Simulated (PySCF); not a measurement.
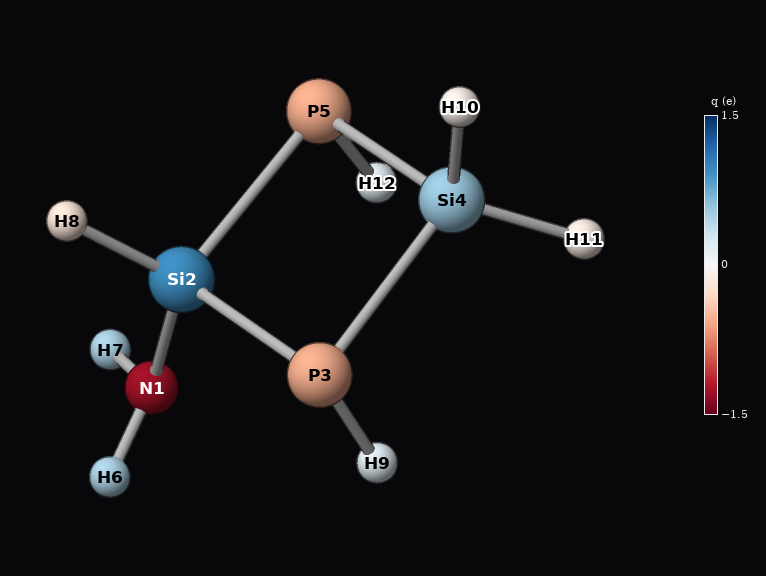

Atoms are coloured by their ESP-fitted charges. The geometry was computed by an optimisation with GFN2-xTB. No frequency run is at hand to confirm it as a minimum. Properties computed with PBE0/pcSseg-1, gas phase (PySCF 2.14.0).

Give the ESP-fitted charges atom by atom.

```csv
atom,value (e)
N1,−1.26
Si2,0.93
P3,−0.55
Si4,0.55
P5,−0.54
H6,0.46
H7,0.46
H8,−0.18
H9,0.17
H10,−0.09
H11,−0.12
H12,0.17
```

The geometry is semi-empirical. Around P, Si such bond lengths and angles can be off by a tenth of an ångström or more and by several degrees, and values that hang on the shape move with them.
